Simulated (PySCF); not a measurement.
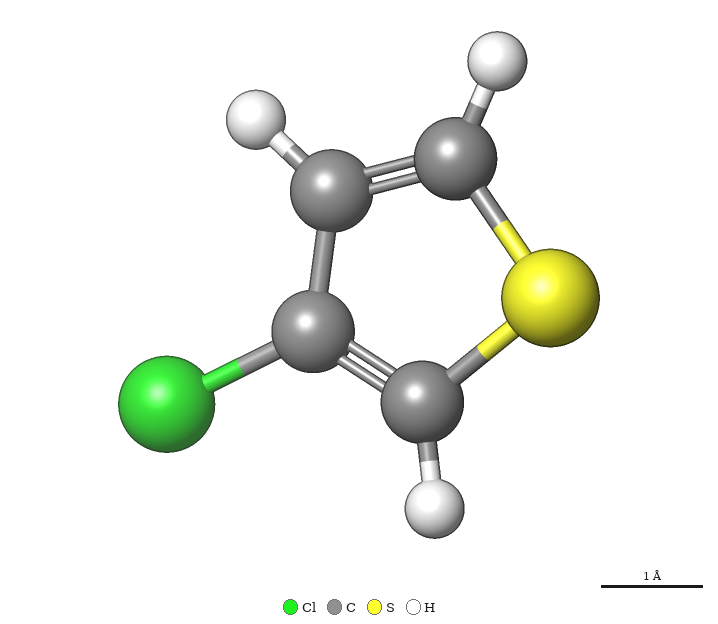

Rendered structure (ball-and-stick style). Double and triple bonds are drawn as two and three sticks.

The geometry was computed by an optimisation with GFN2-xTB. No frequency run is at hand to confirm it as a minimum.

Description:

Formula C₄H₃ClS. Its SMILES string is `Clc1ccsc1`. Independent rings (smallest set): 1 of 5 members, 1 of them aromatic. Among its groups: C–Cl bond. This geometry has Cs symmetry. All atoms lie on one plane. Coordination: 4 C trigonal planar; 1 S bent.

The parts below concern this one geometry. Atoms keep their numbers from picture to picture.

**NMR shielding**

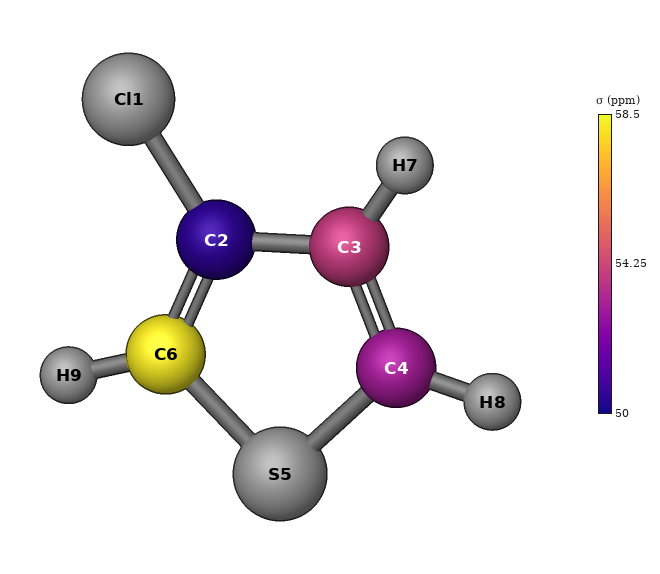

Atoms are coloured by their isotropic NMR shieldings (C only, the others grey). No frequency run is at hand to confirm it as a minimum. Level of theory: GIAO PBE0/pcSseg-1 NMR shielding, non-relativistic, gas phase (PySCF 2.14.0).

List the isotropic NMR shieldings of the C atoms.

| atom | σ (ppm) |
| --- | --- |
| C2 | 50.5 |
| C3 | 54.0 |
| C4 | 53.1 |
| C6 | 58.2 |

**Electronic properties**

No frequency run is at hand to confirm it as a minimum. Properties computed with PBE0/pcSseg-1, gas phase (PySCF 2.14.0).

What does the calculation give?

- dipole moment: 1.34 D
- HOMO energy (Kohn–Sham orbital): −7.04 eV
- LUMO energy (Kohn–Sham orbital): −0.75 eV
- HOMO–LUMO gap: 6.29 eV

**Charges**

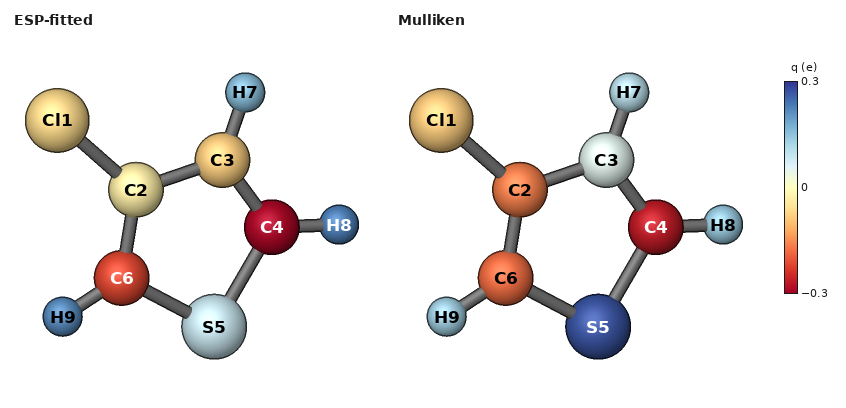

Atomic charges of one calculation by 2 schemes, on one colour scale. No frequency run is at hand to confirm it as a minimum. Method: PBE0/pcSseg-1 (PySCF 2.14.0).

> On which atom do the schemes disagree most?

On S5 (from 0.08 to 0.27 e).

List the charges (e), one line for each set of equivalent atoms.

```
atom  ESP-fitted  Mulliken
 Cl1       −0.07     −0.08
  C2       −0.03     −0.16
  C3       −0.08      0.05
  C4       −0.29     −0.26
  S5        0.08      0.27
  C6       −0.21     −0.18
  H7        0.15      0.10
  H8        0.23      0.14
  H9        0.21      0.13
```

Mulliken values depend strongly on the basis set and can even reverse the polarity of a bond.
